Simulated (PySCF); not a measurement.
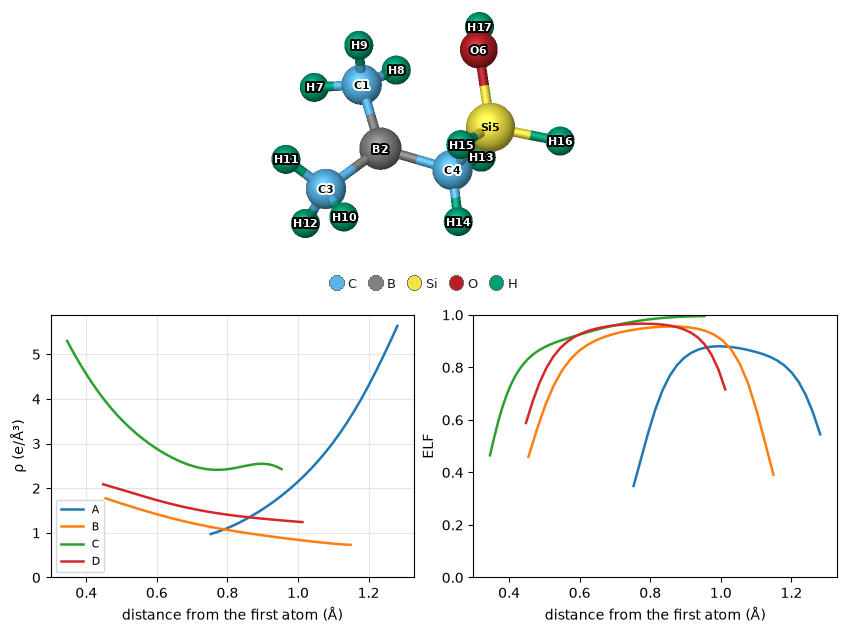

*C$_{3}$H$_{11}$BOSi (SMILES CB(C)C[SiH2]O). Total electron density and electron localisation function along straight lines between neighbouring atoms. The curves leave out the atomic cores. The structure is drawn too.*

Geometry: GFN2-xTB.

The calculation used CAM-B3LYP/def2-SVPD, SCF density, gas phase (PySCF 2.14.0).

Input

```
{"job": {"kind": "uv", "xc": "CAM-B3LYP", "basis": "def2-SVPD", "nstates": 8, "ntriplets": 3}, "charge": 0, "multiplicity": 1}
C     -0.828772     1.619784     0.366995
B     -0.717264     0.188228    -0.298585
C     -1.883768    -0.856098    -0.086292
C      0.560419    -0.217559    -1.091738
Si     1.857401    -0.899683     0.140897
O      2.111116     0.125367     1.379293
H     -1.851156     1.990410     0.407455
H     -0.216342     2.384137    -0.108819
H     -0.495313     1.543421     1.403310
H     -1.550932    -1.889482    -0.157967
H     -2.402401    -0.731672     0.862190
H     -2.634989    -0.717889    -0.865338
H      1.026887     0.615991    -1.619017
H      0.379126    -1.000573    -1.825577
H      1.420269    -2.105839     0.832293
H      3.110354    -1.106436    -0.597183
H      2.108368     1.069925     1.248172
```

Run with:

```sh
OMP_NUM_THREADS=1 python probes_run.py task.json out
```

> Which curve belongs to which contact (C–B, C–Si, O–H and Si–O)? The first atom named is at distance zero.

Curve A: Si–O (1.63 Å): ρ at the midpoint is about 1.2 e/Å³; the ELF peaks at about 0.90 between the atoms; a polar covalent bond. Curve B: C–Si (1.91 Å): ρ is about 0.88 e/Å³ halfway; the ELF peaks at about 0.95 between the atoms: a shared electron pair. Curve C: O–H (0.95 Å): ρ is about 3.7 e/Å³ halfway; the ELF climbs to about 1 towards the hydrogen, as it does in any bond to H; an ordinary covalent bond to hydrogen. Curve D: C–B (1.56 Å): the density is about 1.4 e/Å³ at the midpoint; the ELF peaks at about 0.95 between the atoms; a shared electron pair.
